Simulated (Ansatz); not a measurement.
Relaxed Al (fcc, Cu type):

```
Al
1.0
    0.00000     3.99072     3.99072
    1.99536     1.99536     3.99072
    1.99536     1.99536     0.00000
Al
2
Direct
  0.00000   0.00000   0.00000
  0.50000   0.00000   0.00000
```

The atoms are displaced by Q × the pattern below (from a DFPT mode at X = (0.5, 0.5, 0.0), largest move 1; Q in Å), at fixed cell. (q is in reciprocal vectors of the primitive cell; the cell shown is doubled to hold the pattern.)

```
atom      x      y       z
----  -----  -----  ------
Al1   0.000  0.000  -1.000
Al2   0.000  0.000   1.000
```

All values below come from r2SCAN (plane waves to 500 eV, PAW, scalar-relativistic; Ansatz, a program for electronic structure). k mesh 20×20×20 (Γ-centred), Fermi-Dirac smearing 0.05 eV. The energy includes the smearing's −TS. With partly filled bands, energies and forces of such displacements shift with the k mesh and the smearing. Al was relaxed with its symmetry unable to fall. The PAW data are Ansatz's earlier set. The zero of ΔE is the undisplaced structure.

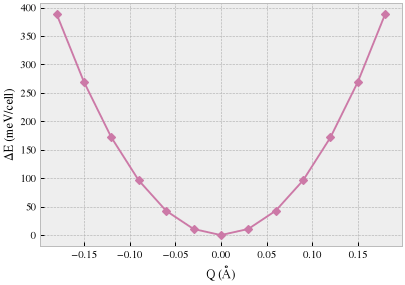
Figure: ΔE (meV/cell) against Q (Å); markers are the computed points, lines only join them.

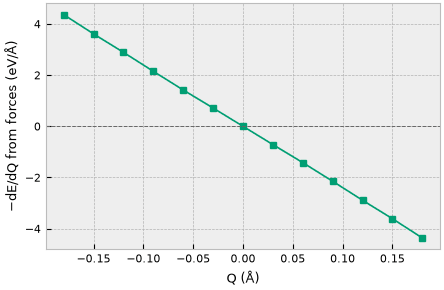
Figure: −dE/dQ from forces (eV/Å) against Q (Å); one marker a computed point.

The energy at Q = 0.180 Å is 389 meV/cell. Space group of the distorted cell: P4/nmm (No. 129), lowered from Fm-3m. Harmonic wavenumber from the curvature (finite differences): 347 cm⁻¹. Shape of the curve: a single well with its minimum at or next to zero displacement. Wavenumber by perturbation theory (DFPT, on another k mesh): 348 cm⁻¹.

E″ = 23.86 eV/Å², M = Σ mᵢ|uᵢ|² = 54.0 u, ν̃ = 521.5·√(|E″|/M).

(A displaced cell: forces are minus the slopes of the energy, force constants its curvatures, and phonons follow from these.)
